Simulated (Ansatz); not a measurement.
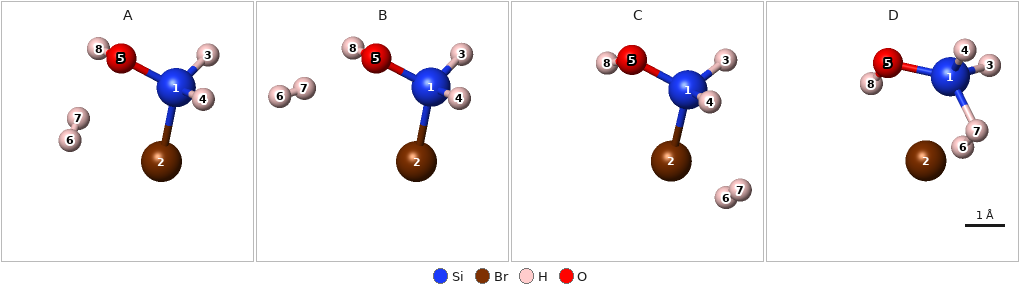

4 geometries from a converged minimum-energy path of SiH5OBr, made up of SiH₃OBr and H₂, shuffled. Style: ball-and-stick. Shown at a tilt.

These are results of Ansatz 0.2.0, RKS PBE/def2-SVP, not measurements. Set-up: 9 movable images; climbing image; force threshold 0.05 eV/Å; iteration limit 60; starting path through a guess of the saddle point.

Question: Which frame is the transition state?

Answer: D. In order along the path, whose images run from 0 to 10: B (image 0, 0.0 kcal/mol), A (image 1, +0.3 kcal/mol), C (image 5, +3.0 kcal/mol), D (image 7, +40.8 kcal/mol). Breaking: H6–H7 (0.77 → 0.89 at the top → 2.30 Å), Si1–Br2 (2.25 → 2.73 at the top → 3.92 Å). Forming: Br2–H6 (5.18 → 1.97 at the top → 1.44 Å), Si1–H7 (3.81 → 1.79 at the top → 1.52 Å).

Limits of the set-up: the start holds two separate molecules, 2.5 Å apart at their closest, whose relative position is a soft coordinate and is computed without a dispersion correction.
